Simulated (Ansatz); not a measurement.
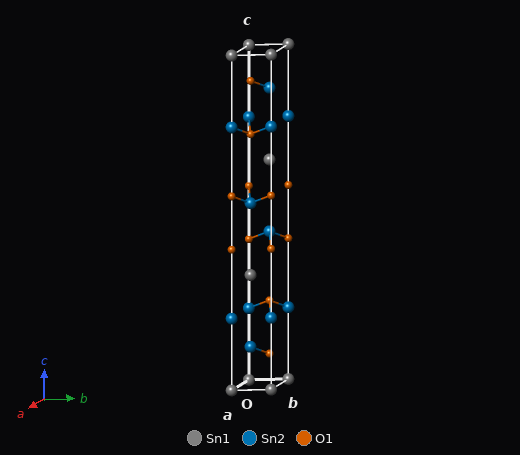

For Sn3O2, coordinates from a relaxation with DFT PBE, scalar-relativistic, plane waves, PAW in Ansatz 0.2.0; the starting structure was generated, so it need not be a known form of this composition: one unit cell; atoms that symmetry makes equivalent share a colour (atoms on faces, edges and corners are repeated). The drawing is computed from the coordinates (standard cell, symmetry found to 0.002 Å).

a = 3.452 Å, b = 3.452 Å, c = 30.567 Å, α = 90.00°, β = 90.00°, γ = 120.00°; space group R-3m (No. 166, hexagonal axes).

One atom of each site: Sn1 (0, 0, 0); Sn2 (1/3, 2/3, 0.881); O1 (2/3, 1/3, 0.754).

### Give the multiplicity, Wyckoff letter and site symmetry of each site.

```json
{"site": "Sn1", "Wyckoff": "3a", "symmetry": "-3m"}
{"site": "Sn2", "Wyckoff": "6c", "symmetry": "3m"}
{"site": "O1", "Wyckoff": "6c", "symmetry": "3m"}
```

### How many free positional parameters does the structure have?

2: Sn1 0, Sn2 1, O1 1.
